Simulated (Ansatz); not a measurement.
## AlN2H7O: geometry relaxation

AlN2H7O, computed with RKS PBE0-D4/def2-SVP (Ansatz 0.2.0).

The input holds or restrains some coordinates. Forces given for the steps count only the free coordinates.

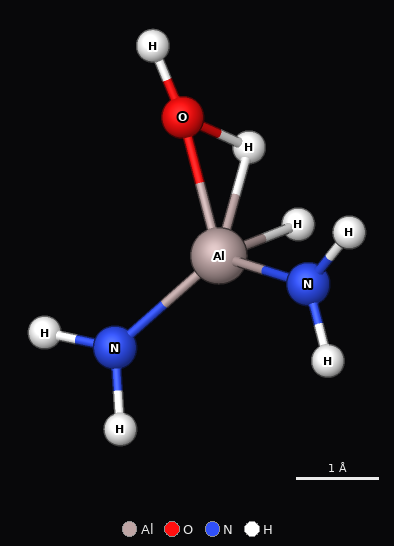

The structure as given in the input (ball-and-stick view, seen at a tilt). Sticks mark near contacts. Bond lengths as drawn: Al–H 1.70 to 1.71 Å, Al–N 1.79 Å, Al–O 1.76 Å, H–N 1.01 Å and H–O 0.96 to 1.23 Å.

## Key numbers

- outcome: converged under the restraints of the input
- total energy: −11724.7830 eV
- mean-field energy: −11724.6340 eV
- dispersion energy: −0.1490 eV
- SCF solution under orbital rotations: stable
- largest force (length of the vector) at the end, held atoms and coordinates included: 1.875 eV/Å
- dipole moment: 1.99 D
- hardware: 4 threads of Intel Xeon @ 2.50GHz, 180 GiB of memory available, shared host
- wall time: 24 s (CPU time 59 s)
- peak memory: 0.2 GiB

## Input
```yaml
crystal:
  periodic: [false, false, false]
  atoms:
    - {symbol: Al, position_ang: [-0.054300, -0.042900, -0.021000]}
    - {symbol: O, position_ang: [0.239200, 1.660600, -0.326600]}
    - {symbol: N, position_ang: [1.012400, -1.132200, -0.949500]}
    - {symbol: N, position_ang: [-0.617200, -0.391100, 1.636800]}
    - {symbol: H, position_ang: [-0.790200, 1.238600, -0.854000]}
    - {symbol: H, position_ang: [-1.435100, 0.264000, -0.978700]}
    - {symbol: H, position_ang: [0.579700, 2.552300, -0.372100]}
    - {symbol: H, position_ang: [1.042600, -2.127700, -0.786900]}
    - {symbol: H, position_ang: [1.649400, -0.929500, -1.706900]}
    - {symbol: H, position_ang: [-0.914700, 0.239100, 2.367800]}
    - {symbol: H, position_ang: [-0.711800, -1.331300, 1.991100]}
basis:
  gaussian: {orbitals: def2-SVP}
hamiltonian: {xc: pbe0, dispersion: d4}
relax: {f_tol: 0.04, max_steps: 150, escape_saddle: false, constraints: [{distance: [0, 5]}, {distance: [1, 4]}, {distance: [0, 1]}, {distance: [4, 5]}]}
```

Command:
```bash
ansatz run in.yaml --threads 4 --pin off --events-out ev --progress --plain --max-ram 9574MiB
```

## Output
```
Functional definition: PBE0
  name "PBE0"
  cite "Adamo & Barone, J. Chem. Phys. 110, 6158 (1999) doi:10.1063/1.478522"
  cite "Perdew, Burke & Ernzerhof, Phys. Rev. Lett. 77, 3865 (1996) doi:10.1103/PhysRevLett.77.3865"
  parent pbe
  parameter a = 0.25
  parameter kappa = 0.804
  parameter beta = 0.06672455060314922
  exchange = (1 - a)*pbe_x(kappa = kappa, mu = beta*pi^2/3) + a*exact_x
  correlation = pbe_c(beta = beta)
1010 factors; integrals over basis functions are off by at most 3.0e-4 eV
mean field evaluation 1: about -11710.7612 eV, gradient 8.4e1 eV
mean field evaluation 2: about -11696.4548 eV, gradient 1.1e2 eV
mean field evaluation 4: about -11724.3890 eV, gradient 2.9e0 eV
mean field evaluation 8: about -11724.4265 eV, gradient 2.3e-2 eV
mean field -11724.42652472 eV, -430.8647276818 hartree, gradient 1.1e-5 eV, S^2 0.000000; 0 other end points of the search recorded, 0 dependent functions left out
the calculation of the forces begins
reference -11724.42655572 eV, -430.8647288211 hartree; 21, 21 occupied and 74, 74 virtual orbitals, 1010 factors
relax step   1: F+E_penalty+E_count = -11724.57539735 eV  Δ(F+E_penalty+E_count) = +0.000e0 eV  max|allowed force component| = 9.612e-1 eV/Å  Δτ_max = 0.0000 Å  (25 SCF iters, accepted)
  distance Al 0 - H 5 held at 1.708211 Å   reaction = -8.0306e-1 eV/Å
  distance O 1 - H 4 held at 1.231219 Å   reaction = +2.8979e-1 eV/Å
  distance Al 0 - O 1 held at 1.755405 Å   reaction = -1.3212e0 eV/Å
  distance H 4 - H 5 held at 1.175283 Å   reaction = +1.1504e0 eV/Å
these checks for a lower state are left out or cut short: starts, cluster_reference, orbital_swaps, neighbouring_geometries, increment
1010 factors; integrals over basis functions are off by at most 3.1e-4 eV
mean field evaluation 16: about -11724.4663 eV, gradient 5.1e0 eV
mean field -11724.55285459 eV, -430.8693702187 hartree, gradient 7.5e-6 eV, S^2 0.000000; 0 other end points of the search recorded, 0 dependent functions left out
the calculation of the forces begins
reference -11724.55288555 eV, -430.8693713567 hartree; 21, 21 occupied and 74, 74 virtual orbitals, 1010 factors
relax step   2: F+E_penalty+E_count = -11724.70169690 eV  Δ(F+E_penalty+E_count) = -1.263e-1 eV  max|allowed force component| = 2.948e-1 eV/Å  Δτ_max = 0.1117 Å  (28 SCF iters, accepted)
  distance Al 0 - H 5 held at 1.708211 Å   reaction = -7.2936e-1 eV/Å
  distance O 1 - H 4 held at 1.231219 Å   reaction = +6.6258e-1 eV/Å
  distance Al 0 - O 1 held at 1.755405 Å   reaction = -1.5295e0 eV/Å
  distance H 4 - H 5 held at 1.175283 Å   reaction = +1.0110e0 eV/Å
these checks for a lower state are left out or cut short: starts, cluster_reference, orbital_swaps, neighbouring_geometries, increment
1010 factors; integrals over basis functions are off by at most 3.2e-4 eV
mean field -11724.59472648 eV, -430.8709089823 hartree, gradient 1.3e-5 eV, S^2 0.000000; 0 other end points of the search recorded, 0 dependent functions left out
the calculation of the forces begins
reference -11724.59475753 eV, -430.8709101236 hartree; 21, 21 occupied and 74, 74 virtual orbitals, 1010 factors
relax step   3: F+E_penalty+E_count = -11724.74345910 eV  Δ(F+E_penalty+E_count) = -4.176e-2 eV  max|allowed force component| = 3.219e-1 eV/Å  Δτ_max = 0.1105 Å  (27 SCF iters, accepted)
  distance Al 0 - H 5 held at 1.708211 Å   reaction = -6.9690e-1 eV/Å
  distance O 1 - H 4 held at 1.231219 Å   reaction = +8.9070e-1 eV/Å
  distance Al 0 - O 1 held at 1.755405 Å   reaction = -1.7486e0 eV/Å
  distance H 4 - H 5 held at 1.175283 Å   reaction = +9.3017e-1 eV/Å
these checks for a lower state are left out or cut short: starts, cluster_reference, orbital_swaps, neighbouring_geometries, increment
1010 factors; integrals over basis functions are off by at most 3.3e-4 eV
mean field evaluation 32: about -11724.6280 eV, gradient 2.5e-1 eV
mean field -11724.62852086 eV, -430.8721509029 hartree, gradient 2.3e-5 eV, S^2 0.000000; 0 other end points of the search recorded, 0 dependent functions left out
the calculation of the forces begins
reference -11724.62855155 eV, -430.8721520310 hartree; 21, 21 occupied and 74, 74 virtual orbitals, 1010 factors
relax step   4: F+E_penalty+E_count = -11724.77764318 eV  Δ(F+E_penalty+E_count) = -3.418e-2 eV  max|allowed force component| = 3.854e-1 eV/Å  Δτ_max = 0.1347 Å  (27 SCF iters, accepted)
  distance Al 0 - H 5 held at 1.708211 Å   reaction = -7.6312e-1 eV/Å
  distance O 1 - H 4 held at 1.231219 Å   reaction = +9.0193e-1 eV/Å
  distance Al 0 - O 1 held at 1.755405 Å   reaction = -1.4018e0 eV/Å
  distance H 4 - H 5 held at 1.175283 Å   reaction = +9.9990e-1 eV/Å
these checks for a lower state are left out or cut short: starts, cluster_reference, orbital_swaps, neighbouring_geometries, increment
1010 factors; integrals over basis functions are off by at most 3.3e-4 eV
mean field -11724.63232925 eV, -430.8722908586 hartree, gradient 9.5e-6 eV, S^2 0.000000; 0 other end points of the search recorded, 0 dependent functions left out
the calculation of the forces begins
reference -11724.63235982 eV, -430.8722919822 hartree; 21, 21 occupied and 74, 74 virtual orbitals, 1010 factors
relax step   5: F+E_penalty+E_count = -11724.78130156 eV  Δ(F+E_penalty+E_count) = -3.658e-3 eV  max|allowed force component| = 2.637e-1 eV/Å  Δτ_max = 0.0622 Å  (27 SCF iters, accepted)
  distance Al 0 - H 5 held at 1.708211 Å   reaction = -7.2424e-1 eV/Å
  distance O 1 - H 4 held at 1.231219 Å   reaction = +6.6445e-1 eV/Å
  distance Al 0 - O 1 held at 1.755405 Å   reaction = -1.6896e0 eV/Å
  distance H 4 - H 5 held at 1.175283 Å   reaction = +8.9442e-1 eV/Å
these checks for a lower state are left out or cut short: starts, cluster_reference, orbital_swaps, neighbouring_geometries, increment
1010 factors; integrals over basis functions are off by at most 3.3e-4 eV
mean field -11724.63396352 eV, -430.8723509171 hartree, gradient 8.4e-5 eV, S^2 0.000000; 0 other end points of the search recorded, 0 dependent functions left out
the calculation of the forces begins
reference -11724.63399406 eV, -430.8723520393 hartree; 21, 21 occupied and 74, 74 virtual orbitals, 1010 factors
relax step   6: F+E_penalty+E_count = -11724.78295236 eV  Δ(F+E_penalty+E_count) = -1.651e-3 eV  max|allowed force component| = 5.727e-3 eV/Å  Δτ_max = 0.0179 Å  (25 SCF iters, accepted)
  distance Al 0 - H 5 held at 1.708211 Å   reaction = -7.2761e-1 eV/Å
  distance O 1 - H 4 held at 1.231219 Å   reaction = +7.8317e-1 eV/Å
  distance Al 0 - O 1 held at 1.755405 Å   reaction = -1.5832e0 eV/Å
  distance H 4 - H 5 held at 1.175283 Å   reaction = +9.3542e-1 eV/Å
1010 factors; integrals over basis functions are off by at most 3.3e-4 eV
mean field evaluation 64: about -11724.6340 eV, gradient 1.2e-5 eV
```

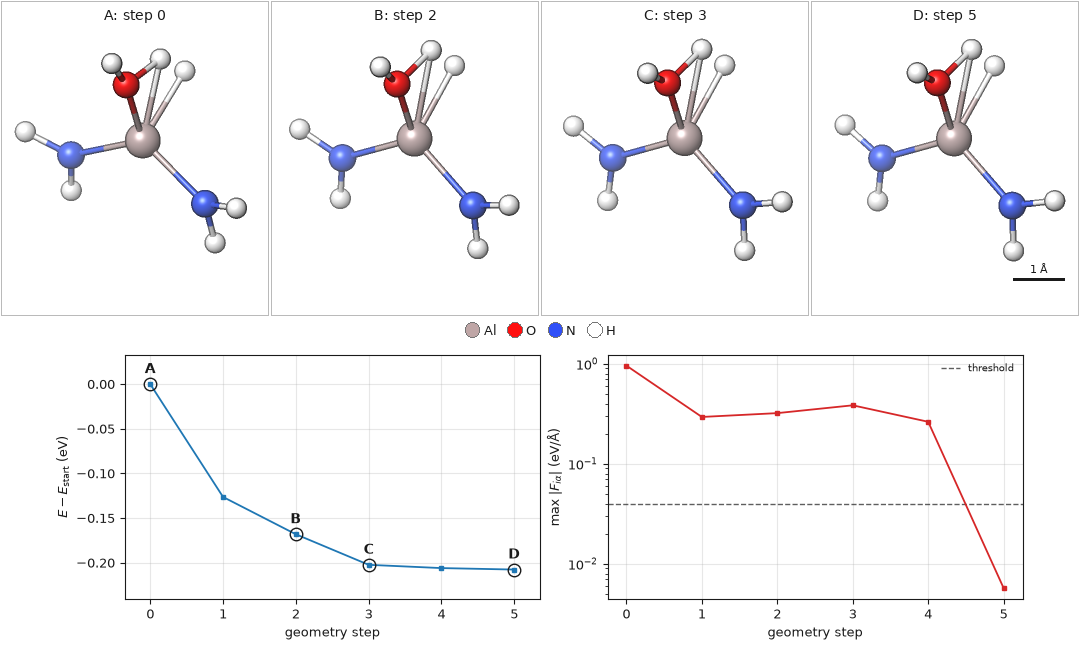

Frames of the restrained relaxation (ball-and-stick view, seen at a tilt) above the curves, on which the letters mark them (the first geometry is step 0 here and step 1 in the log).

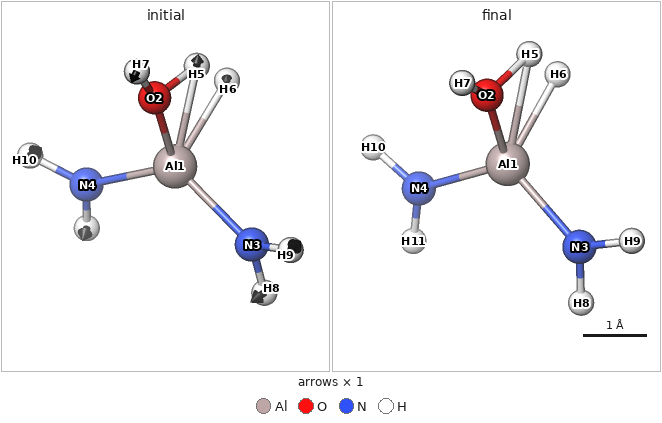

Before (left) and after (right) the restrained relaxation, at one scale (ball-and-stick view, seen at a tilt). The black arrows give the displacements, at true length. After 5 geometry steps the energy has fallen by 0.208 eV. Largest force component: 0.96 eV/Å at the start, 0.0057 eV/Å at the end. The atom that moves furthest after the best rigid fit is H9 (0.33 Å). Largest moves by element: H 0.33 Å, N 0.07 Å, O 0.05 Å, Al 0.05 Å. Among the contacts that change: Al1–H5 1.696 → 1.863 Å, O2–H7 0.956 → 0.960 Å. Among the angles that change: Al1–O2–H7 166.8° → 151.5°, Al1–O2–H5 66.6° → 74.9°, H5–O2–H7 126.7° → 133.6°. (Atoms are counted from 1 in the order of the input.)

```
mean field -11724.63396352 eV, -430.8723509171 hartree, gradient 8.4e-5 eV, S^2 0.000000; 1 other end points of the search recorded, 0 dependent functions left out
the calculation of the forces begins
reference -11724.63399406 eV, -430.8723520393 hartree; 21, 21 occupied and 74, 74 virtual orbitals, 1010 factors
Total energy: -11724.78298289 eV, -430.8778272780 hartree
Atom 0 at    -0.094478    -0.034645    -0.050557 Å, force     0.304715    -1.717923     0.686999 eV/Å
Atom 1 at     0.198179     1.669733    -0.352039 Å, force    -0.404349     1.377335    -0.647479 eV/Å
Atom 2 at     1.020378    -1.152797    -0.884971 Å, force     0.003287    -0.004925    -0.005727 eV/Å
Atom 3 at    -0.561857    -0.431273     1.626987 Å, force    -0.002391     0.000041     0.004868 eV/Å
Atom 4 at    -0.850778     1.414365    -0.943964 Å, force     0.203955    -0.647399     0.315452 eV/Å
Atom 5 at    -1.432508     0.396074    -1.021197 Å, force    -0.105820     0.994009    -0.354772 eV/Å
Atom 6 at     0.722275     2.467049    -0.246891 Å, force    -0.000213     0.002223    -0.001260 eV/Å
Atom 7 at     1.240087    -2.088813    -0.566113 Å, force    -0.000344     0.001340     0.002473 eV/Å
Atom 8 at     1.360485    -1.035632    -1.831814 Å, force    -0.000228    -0.002388     0.000223 eV/Å
Atom 9 at    -1.166464     0.134064     2.210674 Å, force     0.000706     0.000564     0.002085 eV/Å
Atom 10 at    -0.435317    -1.338225     2.059884 Å, force     0.000681    -0.002875    -0.002863 eV/Å
Dipole moment:     0.112979     0.397431    -0.040645 e Å
```

## Trajectory as extended XYZ (Å, eV, eV/Å), 6 frames, from step=1 to step=6
```
11
Properties=species:S:1:pos:R:3:forces:R:3 step=1 energy=-11724.57540
Al   -0.0543   -0.0429   -0.0210    0.6202  -1.8492   0.9165
O     0.2392    1.6606   -0.3266   -0.2970   0.7884  -0.4083
N     1.0124   -1.1322   -0.9495    0.0251  -0.1510   0.2171
N    -0.6172   -0.3911    1.6368    0.1612  -0.2160  -0.0014
H    -0.7902    1.2386   -0.8540   -0.9314   0.1065  -0.6159
H    -1.4351    0.2640   -0.9787    0.3677   1.3443  -0.1567
H     0.5797    2.5523   -0.3721    0.0403  -0.0074   0.0262
H     1.0426   -2.1277   -0.7869    0.0226  -0.2436   0.1105
H     1.6494   -0.9295   -1.7069   -0.0353   0.2404  -0.0689
H    -0.9147    0.2391    2.3678   -0.0187   0.2399  -0.0894
H    -0.7118   -1.3313    1.9911    0.0453  -0.2524   0.0704
11
Properties=species:S:1:pos:R:3:forces:R:3 step=2 energy=-11724.70170
Al   -0.0952   -0.0525   -0.0444    0.4253  -1.6361   0.7333
O     0.2173    1.6499   -0.3371   -0.4548   1.3477  -0.6713
N     1.0085   -1.1502   -0.9192    0.0160  -0.2801   0.1340
N    -0.5974   -0.4192    1.6294    0.0517  -0.2948   0.0759
H    -0.8280    1.3310   -0.9042   -0.1619  -0.4086   0.0168
H    -1.4492    0.3389   -1.0096    0.0844   1.0664  -0.2545
H     0.5960    2.5301   -0.3537    0.0949  -0.1332   0.0977
H     1.0766   -2.1425   -0.7169    0.0234   0.0547   0.0273
H     1.6266   -0.9413   -1.6926   -0.0844   0.1293  -0.0412
H    -0.9152    0.2186    2.3477   -0.0424   0.1121  -0.1053
H    -0.6401   -1.3628    2.0007    0.0480   0.0427  -0.0126
11
Properties=species:S:1:pos:R:3:forces:R:3 step=3 energy=-11724.74346
Al   -0.1063   -0.0518   -0.0520    0.2856  -1.6483   0.6503
O     0.2097    1.6504   -0.3416   -0.4915   1.7519  -0.8108
N     1.0062   -1.1665   -0.8949    0.1811  -0.2555  -0.1156
N    -0.5814   -0.4431    1.6248   -0.0774  -0.1343   0.2933
H    -0.8413    1.4000   -0.9320    0.2603  -0.7202   0.3698
H    -1.4409    0.3931   -1.0210   -0.1306   0.8975  -0.3399
H     0.6276    2.5155   -0.3280    0.1091  -0.2239   0.1331
H     1.1399   -2.1429   -0.6307    0.0044   0.3177  -0.1110
H     1.5330   -0.9677   -1.7450   -0.2210  -0.0823   0.2551
H    -1.0086    0.1939    2.2966    0.0929  -0.2245  -0.2450
H    -0.5379   -1.3810    2.0238   -0.0130   0.3219  -0.0794
11
Properties=species:S:1:pos:R:3:forces:R:3 step=4 energy=-11724.77764
Al   -0.1102   -0.0422   -0.0578    0.3132  -1.7432   0.7042
O     0.1937    1.6610   -0.3548   -0.6208   0.9917  -0.6763
N     1.0008   -1.1625   -0.8930   -0.0620   0.0770   0.0985
N    -0.5820   -0.4415    1.6173    0.0763   0.0196  -0.1233
H    -0.8570    1.4103   -0.9456    0.1615  -0.6522   0.2904
H    -1.4469    0.3970   -1.0265   -0.0820   1.0074  -0.3432
H     0.7160    2.4497   -0.2506    0.2464   0.3854   0.0452
H     1.2238   -2.0988   -0.5840    0.0137  -0.0732   0.0200
H     1.4200   -0.9964   -1.7963    0.0476  -0.0036  -0.1418
H    -1.1102    0.1628    2.2296   -0.0983   0.0632   0.0922
H    -0.4480   -1.3395    2.0616    0.0046  -0.0722   0.0343
11
Properties=species:S:1:pos:R:3:forces:R:3 step=5 energy=-11724.78130
Al   -0.0991   -0.0380   -0.0523    0.3398  -1.6986   0.7002
O     0.1934    1.6660   -0.3560   -0.2161   1.6262  -0.6001
N     1.0250   -1.1496   -0.8839    0.0054  -0.0371  -0.0231
N    -0.5586   -0.4272    1.6295   -0.0253  -0.0212   0.0262
H    -0.8570    1.4108   -0.9453    0.2030  -0.6315   0.3046
H    -1.4380    0.3921   -1.0220   -0.1035   0.9989  -0.3487
H     0.7304    2.4614   -0.2421   -0.2015  -0.2637  -0.0516
H     1.2310   -2.0933   -0.5778   -0.0047   0.0112   0.0116
H     1.3748   -1.0262   -1.8268   -0.0132   0.0106   0.0125
H    -1.1621    0.1393    2.2139    0.0073   0.0015  -0.0183
H    -0.4397   -1.3354    2.0628    0.0090   0.0037  -0.0133
11
Properties=species:S:1:pos:R:3:forces:R:3 step=6 energy=-11724.78295
Al   -0.0945   -0.0346   -0.0506    0.3047  -1.7179   0.6870
O     0.1982    1.6697   -0.3520   -0.4043   1.3773  -0.6475
N     1.0204   -1.1528   -0.8850    0.0033  -0.0049  -0.0057
N    -0.5619   -0.4313    1.6270   -0.0024   0.0000   0.0049
H    -0.8508    1.4144   -0.9440    0.2040  -0.6474   0.3155
H    -1.4325    0.3961   -1.0212   -0.1058   0.9940  -0.3548
H     0.7223    2.4670   -0.2469   -0.0002   0.0022  -0.0013
H     1.2401   -2.0888   -0.5661   -0.0003   0.0013   0.0025
H     1.3605   -1.0356   -1.8318   -0.0002  -0.0024   0.0002
H    -1.1665    0.1341    2.2107    0.0007   0.0006   0.0021
H    -0.4353   -1.3382    2.0599    0.0007  -0.0029  -0.0029
```
